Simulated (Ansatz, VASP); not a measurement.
# KTaO3: VASP beside Ansatz, part 2 of 3

Wanted: the spread between two codes on one cell, functional and k mesh.  Valence electrons are named where the data sets of a main pair hold unlike numbers.

VASP 6.6.1 and Ansatz 0.2.0.

So far: Set-up; VASP: band structure, LDA; Ansatz: band structure, LDA.

## 4. Differences

Known differences besides the potentials themselves: the two LDA forms differ slightly; the data sets hold 40 valence electrons in Ansatz (on its default PAW (the set named soft_2) files) and 38 in VASP; the cutoff is 420 eV in Ansatz and 520 eV in VASP; Ansatz makes its cores anew for this functional, VASP keeps those of its PBE data sets; VASP's log shows a relativistic correction to its local exchange, Ansatz's none. Total energies have different zeros and are not compared.

Both answers:

```csv
quantity,Ansatz,VASP,difference
pressure (GPa),-5.59,-4.04,-1.54
pressure without Ansatz's Pulay correction (GPa),-6.34,-4.04,-2.30
gap over the path points (eV),2.054,2.009,+0.045
```

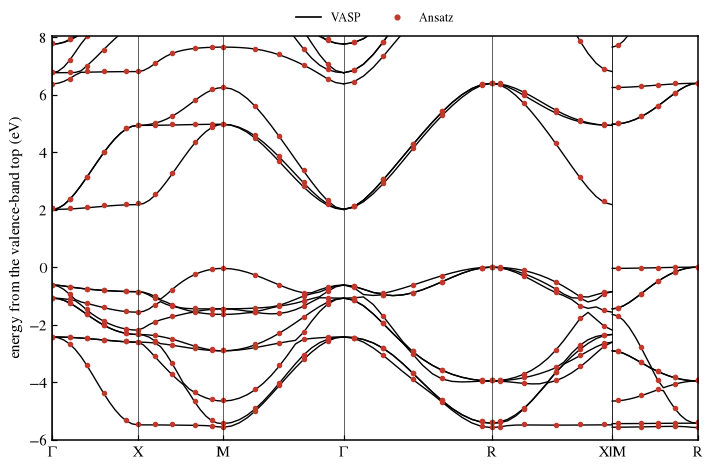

Bands from VASP (lines) and levels from Ansatz (dots). Dots without a line are higher empty bands that the VASP plot leaves out.

Levels at points of the path, from each program's valence-band top (eV; 4 filled, then empty):

```csv
k (reciprocal lattice),Ansatz,VASP
0.000 0.000 0.000,-1.07 -0.62 -0.62 -0.62 2.05 2.05 2.05,-1.08 -0.62 -0.62 -0.62 2.01 2.01 2.01
0.000 0.100 0.000,-1.12 -0.93 -0.68 -0.68 2.07 2.39 2.39,-1.13 -0.94 -0.69 -0.69 2.02 2.35 2.35
0.000 0.200 0.000,-1.47 -1.25 -0.75 -0.75 2.11 3.15 3.15,-1.48 -1.26 -0.76 -0.76 2.06 3.12 3.12
0.000 0.300 0.000,-1.86 -1.40 -0.80 -0.80 2.16 4.00 4.00,-1.88 -1.41 -0.81 -0.81 2.12 3.98 3.98
0.000 0.433 0.000,-2.14 -1.53 -0.84 -0.84 2.21 4.83 4.83,-2.15 -1.55 -0.85 -0.85 2.17 4.81 4.81
0.000 0.500 0.000,-2.18 -1.55 -0.85 -0.85 2.22 4.95 4.95,-2.19 -1.57 -0.85 -0.85 2.17 4.93 4.93
0.100 0.500 0.000,-1.89 -1.30 -1.08 -1.01 2.53 4.96 5.03,-1.90 -1.31 -1.09 -1.01 2.49 4.93 5.00
0.200 0.500 0.000,-1.72 -1.35 -1.30 -0.78 3.26 4.97 5.27,-1.73 -1.36 -1.31 -0.78 3.23 4.94 5.24
0.333 0.500 0.000,-1.56 -1.54 -1.44 -0.26 4.34 4.98 5.81,-1.56 -1.55 -1.45 -0.26 4.31 4.96 5.79
0.433 0.500 0.000,-1.63 -1.46 -1.44 -0.07 4.88 4.99 6.18,-1.63 -1.47 -1.45 -0.07 4.86 4.97 6.16
```

Among the levels compared at these points, filled levels agree within 20 meV and empty ones within 45 meV. Ansatz's pressure holds a Pulay correction of 0.75 GPa; VASP's holds none.

## 5. What the set-up changes

Further runs change the set-up of one program: Ansatz's method, potentials or start, or VASP's data sets, cutoff or form of LDA. The table gives Ansatz less VASP for each quantity, since a change that brings one quantity closer may part another.

```csv
run,pressure (GPa),gap over the path points (eV),pressure without Ansatz's Pulay correction (GPa)
as above,-1.5,0.045,-2.3
cores kept as stored,-1.6,0.044,-2.3
Ansatz's all-electron LAPW method,-1.5,0.052,
Ansatz's larger PAW set (cutoff 900 eV),-1.4,0.052,-1.5
norm-conserving potentials (cutoff 1143 eV),-3.5,0.062,
```

## 6. VASP: band structure, PBE

Levels along a path test the potential and the projectors away from the mesh points.

INCAR reads:

```
SYSTEM = KTaO3
PREC = Accurate
ENCUT = 520
EDIFF = 1E-06
NELM = 100
ISMEAR = 0
SIGMA = 0.02
LREAL = .FALSE.
ALGO = Normal
GGA = PE
NBANDS = 34
LORBIT = 11
LWAVE = .FALSE.
LCHARG = .FALSE.
KPAR = 8
```

POSCAR reads:

```
KTaO3
1.0
    3.9883000000      0.0000000000      0.0000000000
    0.0000000000      3.9883000000      0.0000000000
    0.0000000000      0.0000000000      3.9883000000
K Ta O
1 1 3
Direct
    0.5000000000      0.5000000000      0.5000000000
    0.0000000000      0.0000000000      0.0000000000
    0.5000000000      0.0000000000      0.0000000000
    0.0000000000      0.5000000000      0.0000000000
    0.0000000000      0.0000000000      0.5000000000
```

KPOINTS reads:

```
Automatic mesh
0
Gamma
4 4 4
0 0 0
```

KPOINTS_OPT reads:

```
Line mode
16
Line-mode
Reciprocal
  0.00000000   0.00000000   0.00000000 GAMMA
  0.00000000   0.50000000   0.00000000 X

  0.00000000   0.50000000   0.00000000 X
  0.50000000   0.50000000   0.00000000 M

  0.50000000   0.50000000   0.00000000 M
  0.00000000   0.00000000   0.00000000 GAMMA

  0.00000000   0.00000000   0.00000000 GAMMA
  0.50000000   0.50000000   0.50000000 R

  0.50000000   0.50000000   0.50000000 R
  0.00000000   0.50000000   0.00000000 X

  0.50000000   0.50000000   0.00000000 M
  0.50000000   0.50000000   0.50000000 R
```

The projector-augmented-wave data sets are K_sv, Ta_pv and O (PBE family, release 64).

Run with:

```console
> mpirun -np 8 vasp_std
```

Numbers of over 12 decimals in the logs are rounded to 6 here.

The log of the run:

```text
[banner, memory and clock lines left out]
running    8 mpi-ranks, on    1 nodes
[...]
[... a notice as in an earlier step ...]

 LDA part: xc-table for (Slater+PW92), standard interpolation
 POSCAR, INCAR and KPOINTS ok, starting setup
[...]
entering main loop
       N       E                     dE             d eps       ncg     rms          rms(c)
DAV:   1     0.313195242943E+03    0.31320E+03   -0.19536E+04   680   0.111E+03
DAV:   2    -0.296471231749E+02   -0.34284E+03   -0.32742E+03   776   0.342E+02
DAV:   3    -0.488475606669E+02   -0.19200E+02   -0.19016E+02   892   0.778E+01
DAV:   4    -0.495815276945E+02   -0.73397E+00   -0.73107E+00   970   0.963E+00
[...]
DAV:  12    -0.410039919672E+02   -0.22084E-04   -0.43929E-05   802   0.495E-02    0.412E-02
DAV:  13    -0.410039882423E+02    0.37250E-05   -0.25717E-05   810   0.303E-02    0.549E-03
DAV:  14    -0.410039884167E+02   -0.17448E-06   -0.70204E-07   700   0.537E-03
   1 F= -.41003988E+02 E0= -.41003988E+02  d E =-.276690E-13
 Start KPOINTS_OPT (optional k-point list driver)
k-point batch [1-10\96]
       N       E                     dE             ncg
DAV:   1    -0.410107236670E+03   -0.26178E+04      680
DAV:   2    -0.368508798450E+04   -0.32750E+04      808
DAV:   3    -0.386860339129E+04   -0.18352E+03      862
DAV:   4    -0.387541888580E+04   -0.68155E+01      928
DAV:   5    -0.387547839196E+04   -0.59506E-01      826
DAV:   6    -0.387548014986E+04   -0.17579E-02      960
DAV:   7    -0.387548015989E+04   -0.10030E-04      784
DAV:   8    -0.387548016011E+04   -0.21521E-06      582
[...]
k-point batch [91-96\96]
       N       E                     dE             ncg
DAV:   1     0.510107742004E+04   -0.92225E+04      408
DAV:   2     0.305897246761E+04   -0.20421E+04      460
DAV:   3     0.294641185742E+04   -0.11256E+03      592
DAV:   4     0.294419547904E+04   -0.22164E+01      538
DAV:   5     0.294416298108E+04   -0.32498E-01      534
DAV:   6     0.294416199329E+04   -0.98779E-03      502
DAV:   7     0.294416198261E+04   -0.10680E-04      558
DAV:   8     0.294416198249E+04   -0.11699E-06      342
```

From OUTCAR (step 6):

```text
  Total        2.4244251      2.4244251      2.4244251      0.0000000      0.0000000      0.0000000
  in kB       61.2288223     61.2288223     61.2288223      0.0000000      0.0000000      0.0000000
  external PRESSURE =      61.2288223 kB  Pullay stress =       0.0000000 kB

  FREE ENERGIE OF THE ION-ELECTRON SYSTEM (eV)
  ---------------------------------------------------
  free  energy   TOTEN  =       -41.0039884167 eV

  energy  without entropy=      -41.0039884167  energy(sigma->0) =      -41.00398842

[... 3 parts as in an earlier step ...]

[... 1 further part left out ...]
[key lines of the parts left out:]
E-fermi :   1.9067
```

At this level the cell is under a pressure of 6.1 GPa, so at these settings it is away from equilibrium.

## 7. Ansatz: band structure, PBE

The same cell, functional, mesh and smearing now go to Ansatz, which takes its cutoff from its data sets.

input.yaml reads:

```yaml
crystal:
  lattice:
    - [3.9883, 0.0, 0.0]
    - [0.0, 3.9883, 0.0]
    - [0.0, 0.0, 3.9883]
  atoms:
    - { symbol: K, position: [0.5, 0.5, 0.5] }
    - { symbol: Ta, position: [0.0, 0.0, 0.0] }
    - { symbol: O, position: [0.5, 0.0, 0.0] }
    - { symbol: O, position: [0.0, 0.5, 0.0] }
    - { symbol: O, position: [0.0, 0.0, 0.5] }
hamiltonian:
  xc: pbe
  pseudopotentials: { kind: paw }
kpoints:
  mp_grid: { grid: [4, 4, 4] }
  band_path:
    path:
      - [0.0, 0.0, 0.0]
      - [0.0, 0.1, 0.0]
      - [0.0, 0.2, 0.0]
      - [0.0, 0.3, 0.0]
      - [0.0, 0.43333, 0.0]
      - [0.0, 0.5, 0.0]
      - [0.1, 0.5, 0.0]
      - [0.2, 0.5, 0.0]
      - [0.33333, 0.5, 0.0]
      - [0.43333, 0.5, 0.0]
      - [0.5, 0.5, 0.0]
      - [0.36667, 0.36667, 0.0]
      - [0.26667, 0.26667, 0.0]
      - [0.16667, 0.16667, 0.0]
      - [0.06667, 0.06667, 0.0]
      - [0.03333, 0.03333, 0.03333]
      - [0.13333, 0.13333, 0.13333]
      - [0.23333, 0.23333, 0.23333]
      - [0.33333, 0.33333, 0.33333]
      - [0.46667, 0.46667, 0.46667]
      - [0.5, 0.5, 0.5]
      - [0.46667, 0.5, 0.46667]
      - [0.36667, 0.5, 0.36667]
      - [0.23333, 0.5, 0.23333]
      - [0.13333, 0.5, 0.13333]
      - [0.03333, 0.5, 0.03333]
      - [0.5, 0.5, 0.03333]
      - [0.5, 0.5, 0.16667]
      - [0.5, 0.5, 0.26667]
      - [0.5, 0.5, 0.36667]
      - [0.5, 0.5, 0.5]
    npoints: 1
scf:
  occupations: { method: gaussian, width: 0.02 }
  n_extra_bands: 8
output:
  forces: true
  stress: true
  eigenvalues: true
```

Run with:

```console
> ansatz run input.yaml --threads 2 --pin off --max-ram 4608MiB --backend cpu --events-out ev --progress --plain --runs-dir out
```

The log of the run:

```text
[...]
Crystal: 5 atoms, lattice volume = 63.440 Å³
Basis set: ecut = 420 eV, 1237 PW (Γ), exchange–correlation on 54×54×54 points (8 copies of the dense FFT grid, shifted against one another)
Bands: 28, of which v1, the nominal top of the filled ones, is band 20 counted from 1 (19 counted from 0)
Symmetry: 48 space group operations
[...]
k-points: 10 of 64
[...]
k-point 0: bands = [... 16 lower, 7.7440, 8.1840, 8.1840, 8.1840, 11.0009, 11.0009, 11.0009, 15.4277, ... 4 higher]
  k-point 1: bands = [... 16 lower, 7.1375, 7.5077, 8.0244, 8.0244, 11.0779, 12.4883, 12.4883, 15.6200, ... 4 higher]
  k-point 2: bands = [... 16 lower, 6.6734, 7.2902, 7.9602, 7.9602, 11.1583, 13.8356, 13.8356, 15.6358, ... 4 higher]
  k-point 9: bands = [... 16 lower, 4.9010, 8.7956, 8.7956, 8.7956, 15.2918, 15.2918, 15.2918, 17.7038, ... 4 higher]
[key lines of the parts left out:]
SCF converged after 6 iterations
Free energy (F): -13178.176682 eV
Fermi energy:    9.898222 eV
P = ⅓ Tr σ = 5.4555 GPa (54.555 kbar)
```

The job ended after 1.5 s (2 threads of Arm Neoverse V1, shared host; peak memory 0.3 GiB; 2.7 s of CPU time).

## 8. Side by side

What differs besides the data sets and the points named for the pairs above, as far as they apply: the data sets hold 40 valence electrons in Ansatz (on its default PAW (the set named soft_2) files) and 38 in VASP; VASP leaves aspherical gradient terms in its spheres out (LASPH is not set), Ansatz keeps them. Total energies have different zeros and are not compared.

Both answers:

```csv
quantity,Ansatz,VASP,difference
pressure (GPa),5.46,6.12,-0.67
pressure without Ansatz's Pulay correction (GPa),4.90,6.12,-1.22
gap over the path points (eV),2.205,2.156,+0.049
```

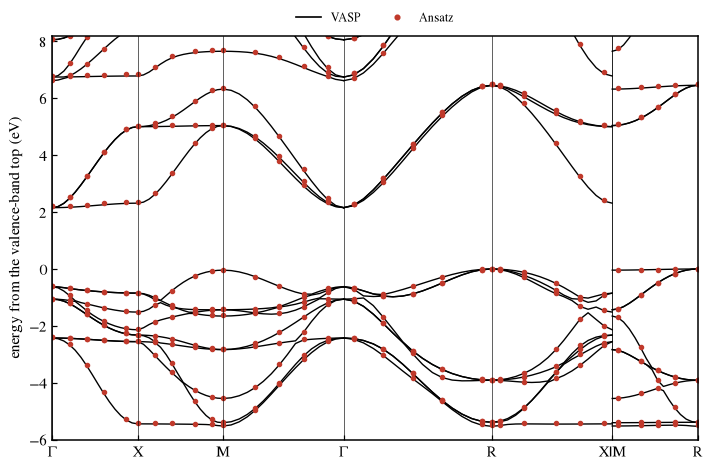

Bands from VASP (lines) and levels from Ansatz (dots). Dots without a line are higher empty bands that the VASP plot leaves out.

Levels at points of the path, from each program's valence-band top (eV; 4 filled, then empty):

```csv
k (reciprocal lattice),Ansatz,VASP
0.000 0.000 0.000,-1.05 -0.61 -0.61 -0.61 2.21 2.21 2.21,-1.06 -0.62 -0.62 -0.62 2.16 2.16 2.16
0.000 0.100 0.000,-1.10 -0.92 -0.67 -0.67 2.22 2.53 2.53,-1.11 -0.93 -0.69 -0.69 2.17 2.48 2.48
0.000 0.200 0.000,-1.45 -1.22 -0.74 -0.74 2.26 3.27 3.27,-1.46 -1.23 -0.76 -0.76 2.21 3.23 3.23
0.000 0.300 0.000,-1.83 -1.36 -0.79 -0.79 2.31 4.11 4.11,-1.84 -1.37 -0.81 -0.81 2.26 4.07 4.07
0.000 0.433 0.000,-2.09 -1.49 -0.83 -0.83 2.36 4.92 4.92,-2.10 -1.50 -0.84 -0.84 2.31 4.88 4.88
0.000 0.500 0.000,-2.12 -1.50 -0.83 -0.83 2.36 5.04 5.04,-2.14 -1.51 -0.85 -0.85 2.31 5.00 5.00
0.100 0.500 0.000,-1.85 -1.26 -1.06 -0.99 2.67 5.04 5.12,-1.86 -1.27 -1.07 -1.01 2.62 5.01 5.08
0.200 0.500 0.000,-1.68 -1.32 -1.28 -0.76 3.38 5.05 5.37,-1.69 -1.34 -1.30 -0.76 3.34 5.02 5.33
0.333 0.500 0.000,-1.54 -1.51 -1.42 -0.25 4.43 5.07 5.91,-1.56 -1.53 -1.43 -0.25 4.40 5.03 5.88
0.433 0.500 0.000,-1.62 -1.44 -1.42 -0.07 4.97 5.08 6.28,-1.64 -1.45 -1.43 -0.07 4.93 5.04 6.24
```

Among the levels compared at these points, filled levels agree within 25 meV and empty ones within 49 meV. Ansatz's pressure holds a Pulay correction of 0.55 GPa; VASP's holds none.

## 9. VASP: band structure, PBE, spin-orbit coupling

The same path points are solved in both programs, so levels can be compared one by one.

INCAR: that of step 6 with these lines changed.

```diff
@@ -10,3 +10,9 @@
 GGA = PE
-NBANDS = 34
+LNONCOLLINEAR = .TRUE.
+MAGMOM = 0 0 0 0 0 0 0 0 0 0 0 0 0 0 0
+NBANDS = 50
+GGA_COMPAT = .FALSE.
+LASPH = .TRUE.
+LSORBIT = .TRUE.
+LMAXMIX = 4
 LORBIT = 11
```

POSCAR is that of step 6.

KPOINTS is that of step 6.

KPOINTS_OPT is that of step 6.

Run with:

```console
> mpirun -np 8 vasp_ncl
```

The log of the run:

```text
[... set-up lines as in an earlier step ...]
 entering main loop
       N       E                     dE             d eps       ncg     rms          rms(c)
DAV:   1     0.357057143778E+03    0.35706E+03   -0.20505E+04  1000   0.153E+03
DAV:   2    -0.218789482457E+02   -0.37894E+03   -0.36686E+03  1182   0.450E+02
DAV:   3    -0.492138841451E+02   -0.27335E+02   -0.27154E+02  1296   0.119E+02
DAV:   4    -0.502035532092E+02   -0.98967E+00   -0.98744E+00  1534   0.174E+01
[...]
DAV:  12    -0.416094944656E+02   -0.19189E-04   -0.16898E-04  1336   0.967E-02    0.231E-02
DAV:  13    -0.416095093265E+02   -0.14861E-04   -0.22677E-05  1330   0.355E-02    0.943E-03
DAV:  14    -0.416095103092E+02   -0.98275E-06   -0.17839E-06  1000   0.926E-03
   1 F= -.41609510E+02 E0= -.41609510E+02  d E =-.366944E-37  mag=     0.0000    -0.0000    -0.0000
 Start KPOINTS_OPT (optional k-point list driver)
k-point batch [1-10\96]
       N       E                     dE             ncg
DAV:   1    -0.528151576260E+02   -0.12581E+04     1000
DAV:   2    -0.358265554910E+04   -0.35298E+04     1146
DAV:   3    -0.386831913185E+04   -0.28566E+03     1246
DAV:   4    -0.388275532134E+04   -0.14436E+02     1564
DAV:   5    -0.388315380956E+04   -0.39849E+00     1472
DAV:   6    -0.388315824296E+04   -0.44334E-02     1342
DAV:   7    -0.388315838774E+04   -0.14478E-03     1464
DAV:   8    -0.388315839215E+04   -0.44073E-05     1166
DAV:   9    -0.388315839224E+04   -0.93152E-07      808
[...]
k-point batch [91-96\96]
       N       E                     dE             ncg
DAV:   1     0.523843228102E+04   -0.88410E+04      600
DAV:   2     0.308355104114E+04   -0.21549E+04      696
DAV:   3     0.293267699014E+04   -0.15087E+03      848
DAV:   4     0.292974405132E+04   -0.29329E+01      736
DAV:   5     0.292959884814E+04   -0.14520E+00     1020
DAV:   6     0.292959739819E+04   -0.14500E-02      790
DAV:   7     0.292959733028E+04   -0.67905E-04      922
DAV:   8     0.292959732958E+04   -0.70589E-06      732
```

OUTCAR, selected parts (step 9):

```text
  Total        2.5182691      2.5182691      2.5182691      0.0000000     -0.0000000      0.0000000
  in kB       63.5988500     63.5988500     63.5988500      0.0000000     -0.0000000      0.0000000
  external PRESSURE =      63.5988500 kB  Pullay stress =       0.0000000 kB

 POSITION                                       TOTAL-FORCE (eV/Angst)
 -----------------------------------------------------------------------------------
      1.99415      1.99415      1.99415         0.000000      0.000000      0.000000
      0.00000      0.00000      0.00000         0.000000      0.000000      0.000000
      1.99415      0.00000      0.00000         0.000000      0.000000      0.000000
      0.00000      1.99415      0.00000         0.000000      0.000000      0.000000
      0.00000      0.00000      1.99415         0.000000      0.000000      0.000000
 -----------------------------------------------------------------------------------
    total drift:                                0.000000     -0.000000     -0.000000

  FREE ENERGIE OF THE ION-ELECTRON SYSTEM (eV)
  ---------------------------------------------------
  free  energy   TOTEN  =       -41.6095103092 eV

  energy  without entropy=      -41.6095103092  energy(sigma->0) =      -41.60951031

 magnetization (x)
# of ion       s       p       d       tot
------------------------------------------
    1        0.000   0.000  -0.000   0.000
    2       -0.000   0.000  -0.000  -0.000
    3        0.000  -0.000   0.000  -0.000
    4        0.000  -0.000   0.000  -0.000
    5        0.000   0.000   0.000   0.000
--------------------------------------------------
tot          0.000  -0.000  -0.000  -0.000

 magnetization (y)
# of ion       s       p       d       tot
------------------------------------------
    1       -0.000  -0.000   0.000   0.000
    2       -0.000   0.000   0.000   0.000
    3       -0.000   0.000   0.000   0.000
    4        0.000   0.000   0.000   0.000
    5        0.000   0.000   0.000   0.000
--------------------------------------------------
tot         -0.000   0.000   0.000   0.000

 magnetization (z)
# of ion       s       p       d       tot
------------------------------------------
    1        0.000   0.000   0.000   0.000
    2       -0.000   0.000   0.000   0.000
    3       -0.000   0.000   0.000   0.000
    4        0.000   0.000   0.000   0.000
    5        0.000   0.000   0.000   0.000
--------------------------------------------------
tot          0.000   0.000   0.000   0.000

[... 1 part as in an earlier step ...]

[... 2 further parts left out ...]
[key lines of the parts left out:]
E-fermi :   1.9888
```

At this level the cell is under a pressure of 6.4 GPa, so at these settings it is away from equilibrium.

[end of part 2 of 3]

[Lines on the potential files, build, host, timing and source positions are cut from VASP's logs without a mark.]

[Logs are printed without paths, hosts, clocks, repeated set-up lines and the standing remarks that a program may print on its own settings, such as how far it seeks lower states.]

[Hosts, paths, dates, database ids (printed as entryN), source tags and the programs' standing remarks are cut or masked in the printed files.]
